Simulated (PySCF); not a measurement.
# C5H5BN2 (SMILES CC#[N+][BH2-]C#CC#N): what the fields show

| atom | x (Å) | y (Å) | z (Å) |
| --- | --- | --- | --- |
| C | -2.7367 | 0.8597 | -0.2356 |
| C | -1.5931 | 0.0210 | -0.0705 |
| N | -0.6790 | -0.6597 | 0.0653 |
| B | 0.5423 | -1.4822 | 0.2230 |
| C | 1.7147 | -0.5614 | -0.2097 |
| C | 2.6372 | 0.1534 | -0.5413 |
| C | 3.6622 | 0.9651 | -0.9144 |
| N | 4.5181 | 1.6673 | -1.2333 |
| H | -2.4552 | 1.7482 | -0.8014 |
| H | -3.5163 | 0.3222 | -0.7761 |
| H | -3.1186 | 1.1625 | 0.7398 |
| H | 0.6053 | -1.7761 | 1.3760 |
| H | 0.4146 | -2.4196 | -0.5008 |

Geometry: GFN2-xTB.

Level of theory: PySCF, PBE0/pcSseg-1, SCF density, gas phase, non-relativistic.

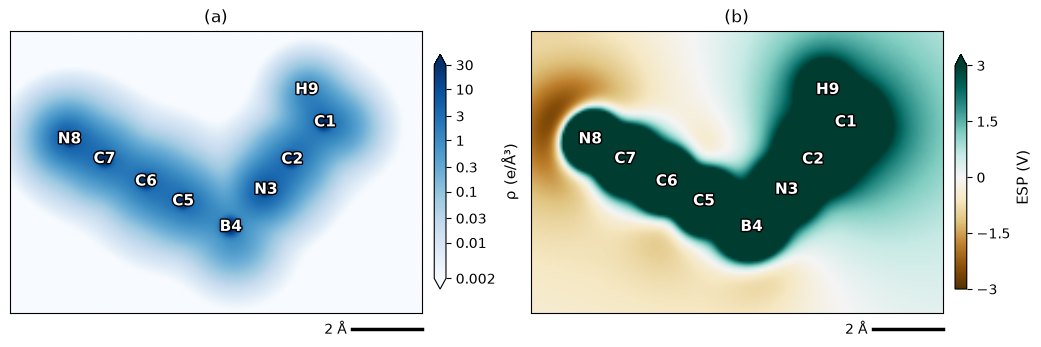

Figure 1. (a) total electron density; (b) electrostatic potential on the plane of atoms N3, B4 and C5.

### What does the map show?

Atoms in the plane: C, N, B and H.
C–N (1.15 Å): ρ at the midpoint is about 3.4 e/Å³.
C–C (1.21 Å): the density is about 2.7 e/Å³ at the midpoint.
B–N (1.48 Å): ρ is about 1.5 e/Å³ halfway.
C–B (1.55 Å): ρ is about 1.4 e/Å³ halfway.
C–H (1.09 Å): ρ is about 2 e/Å³ halfway.
Outside the dense part of the molecule the potential is most negative (−2.5 V) near N8.

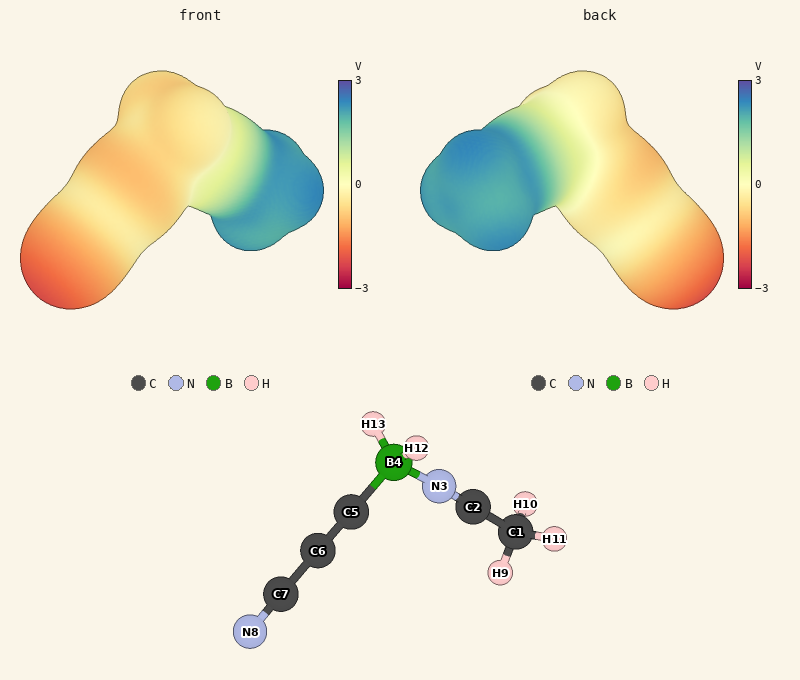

Figure 2. The molecular electrostatic potential painted on the density surface at 0.002 e/bohr³, seen from the front and from behind; red is negative and blue positive. The bare structure is drawn below in the same view.

### Describe the electrostatic potential map.

The most negative region (about −2.1 V) lies over N8, the most positive (about +2.4 V) over H10 and H11. N8 is the likeliest acceptor of a hydrogen bond.

### What dipole moment does the calculation give?

Its dipole moment is 10.95 D.
